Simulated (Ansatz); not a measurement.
```xyz
14

N     0.5273   -1.3400   -1.1097
C    -0.3068   -0.6558   -0.1578
N     0.3682   -0.5228    1.1033
O    -1.5325   -1.3014    0.1120
O    -0.5862    0.6048   -0.7004
Si   -0.1524    1.9574    0.1912
H     0.2412   -1.0812   -2.0475
H     0.4003   -2.3414   -1.0034
H    -0.1635   -0.9426    1.8539
H     1.3035   -0.9034    1.0608
H    -2.1705   -0.9625   -0.5280
H    -0.6287    3.0554   -0.6924
H    -0.8609    2.0685    1.4912
H     1.3125    2.1036    0.3732
```

Level of theory: RKS PBE0-D4/def2-mTZVP in Ansatz 0.2.0.

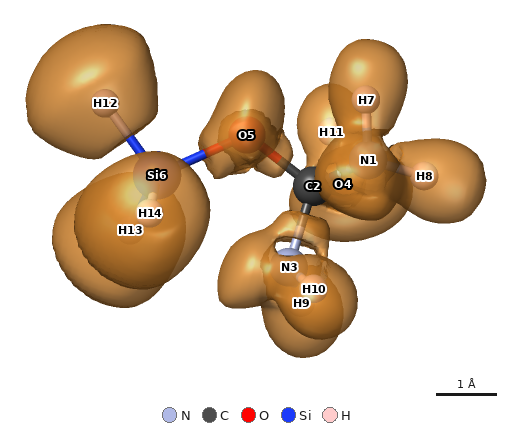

CH$_{8}$N$_{2}$O$_{2}$Si (SMILES NC(N)(O)O[SiH3]). Isosurface of the ELF at 0.75 (orange), seen across its widest extent. Only the valence region is drawn (cores and ρ < 0.01 e/Å³ removed).

Where are the electrons localised?

The ELF exceeds this value in three regions around hydrogen nuclei, one region on O in which the atom's valence shell and bonds are merged, two joined regions spread over several atoms (H, N), in which their bonds and any lone pairs are merged and one joined region spread over several atoms (H, O), in which their bonds and any lone pairs are merged. Along the contacts the grid gives the following. C–O (1.40 Å): the ELF peaks at about 0.90 between the atoms: a shared but strongly polarised pair. C–N (1.44 Å): the ELF peaks at about 0.95 between the atoms; a covalent bond.
